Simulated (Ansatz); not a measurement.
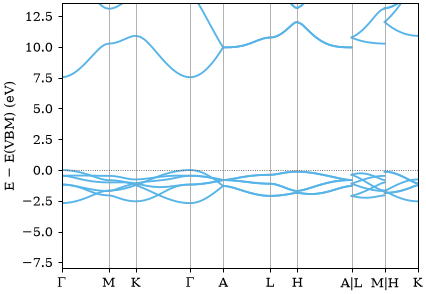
Band structure from PBE (plane waves, PAW; program Ansatz)

**Question.** Read off the gap and where the band edges lie.

**Answer.** About 7.5 eV (7.54 eV by a search for the band edges); maximum at Γ, minimum at Γ.

The material is LiF in space group P6_3/mmc (No. 194; Li on 2d, F on 2c).

The start of the workflow was typed in or built on a structure type; neither database checked (COD, Materials Project) lists it. It is not the phase usual at ambient conditions (space group No. 225). The PBE relaxation kept the symmetry of its start; whether a distortion lowers the energy is not shown.

Potentials: the later of the program's two PAW sets.
